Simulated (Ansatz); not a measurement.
Single-point calculation of C2H6N2

The run: single-point calculation of C2H6N2, SMILES N=CCN. Method and program: RHF-d3bjatm, mp2/ANO-RCC-VTZP (Ansatz 0.2.0).

The geometry comes from this level: PBE0-D4/def2-TZVP.

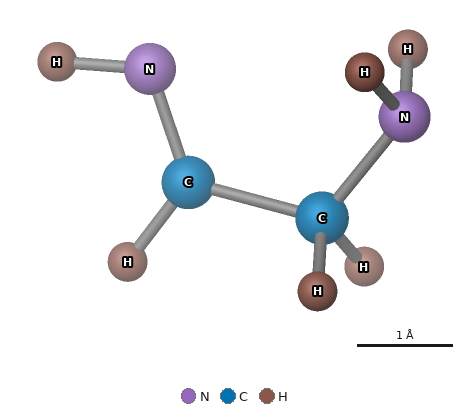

**Figure 1.** The input geometry (ball-and-stick view, seen at a tilt). Bond lengths as drawn: C–C 1.50 Å, C–H 1.10 Å, C–N 1.26 to 1.44 Å and H–N 1.01 to 1.02 Å.

Input file:
```yaml
crystal:
  periodic: [false, false, false]
  atoms:
    - {symbol: N, position_ang: [-1.048995, 0.962270, -0.710130]}
    - {symbol: C, position_ang: [-0.936409, -0.063282, 0.018719]}
    - {symbol: C, position_ang: [0.407170, -0.595116, 0.425932]}
    - {symbol: N, position_ang: [1.562665, 0.122906, -0.051457]}
    - {symbol: H, position_ang: [-2.027332, 1.181787, -0.888127]}
    - {symbol: H, position_ang: [-1.798729, -0.630009, 0.400154]}
    - {symbol: H, position_ang: [0.431183, -0.642858, 1.522495]}
    - {symbol: H, position_ang: [0.465457, -1.642378, 0.101502]}
    - {symbol: H, position_ang: [1.498241, 1.089556, 0.248069]}
    - {symbol: H, position_ang: [1.529946, 0.166023, -1.064056]}
basis:
  gaussian: {orbitals: ANO-RCC-VTZP}
hamiltonian: {xc: {name: HF}}
correlation: {method: mp2, frozen_orbitals: {N: 9}}
```

Hardware: 2 threads of Arm Neoverse V1, 23 GiB of memory available, shared host.

Launched with:
```bash
ansatz run in.yaml --threads 2 --pin off --events-out ev --progress --plain --max-ram 4352MiB
```

The program's output:
```
Functional definition: HF
  name "HF"
  cite "Fock, Z. Phys. 61, 126 (1930) doi:10.1007/BF01340294"
  parent pbe
  exchange = exact_x
  correlation = 0
Error: "frozen_orbitals" has no count for C
```

What the run reported:

- outcome: refused by the program

What went wrong:

A setting was made wrong on purpose: more core orbitals are frozen than the atom can spare. The program refused the input: “"frozen_orbitals" has no count for C”
